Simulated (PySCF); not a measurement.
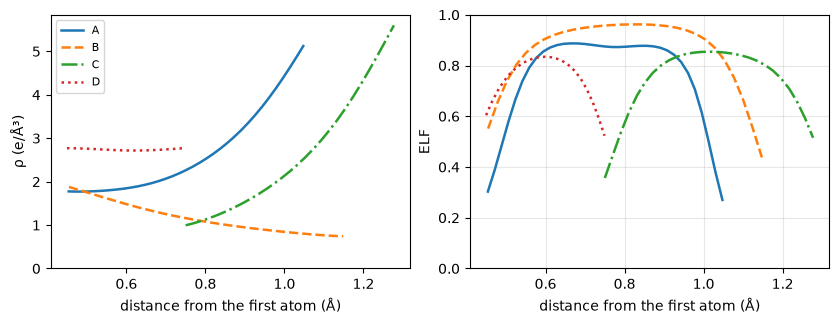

C$_{6}$H$_{14}$OSi$_{2}$ (SMILES CC#CC[SiH2][SiH2]OCC). Total electron density and electron localisation function along straight lines between neighbouring atoms. The curves leave out the atomic cores.

Geometry: GFN2-xTB.

Theory: PySCF 2.14.0, PBE0/pcSseg-1, SCF density, gas phase, non-relativistic.

Input file:

```
{"job": {"kind": "nmr", "xc": "PBE0", "basis": "pcSseg-1"}, "charge": 0, "multiplicity": 1}
C     -5.603105     0.639467    -0.424938
C     -4.293525     0.107555    -0.106506
C     -3.215943    -0.344056     0.161611
C     -1.911770    -0.872505     0.473690
Si    -0.516807     0.170586    -0.319870
Si     1.473560    -0.733351     0.378727
O      2.489328     0.115714    -0.557788
C      3.879338     0.023545    -0.660302
C      4.583581     0.679290     0.517468
H     -5.537229     1.710587    -0.616212
H     -6.289219     0.471504     0.405557
H     -5.999069     0.146859    -1.313073
H     -1.790115    -0.896645     1.559684
H     -1.856383    -1.905771     0.121472
H     -0.739680     1.564699     0.103788
H     -0.759075     0.161843    -1.772469
H      1.793357    -0.577904     1.812153
H      1.693828    -2.175862     0.153696
H      4.160393     0.524354    -1.593546
H      4.175511    -1.029989    -0.729816
H      5.660208     0.641994     0.375528
H      4.327254     0.161195     1.438051
H      4.270810     1.716813     0.603174
```

Command:

```sh
OMP_NUM_THREADS=1 python probes_run.py task.json out
```

### Which curve belongs to which contact (C–C, C–O, C–Si and Si–O)? The first atom named is at distance zero.

Curve A: C–O (1.40 Å): the density is about 2.1 e/Å³ at the midpoint, with its minimum of 1.8 e/Å³ about 0.5 Å from C; the ELF peaks at about 0.90 between the atoms; a polar covalent bond. Curve B: C–Si (1.91 Å): ρ at the midpoint is about 0.88 e/Å³; the ELF peaks at about 0.95 between the atoms (a covalent bond). Curve C: Si–O (1.62 Å): the density is about 1.2 e/Å³ at the midpoint; the ELF peaks at about 0.85 between the atoms, as expected for a short, strongly polar bond. Curve D: C–C (1.20 Å): the density is about 2.7 e/Å³ at the midpoint; the ELF peaks at about 0.85 between the atoms (a multiple bond).
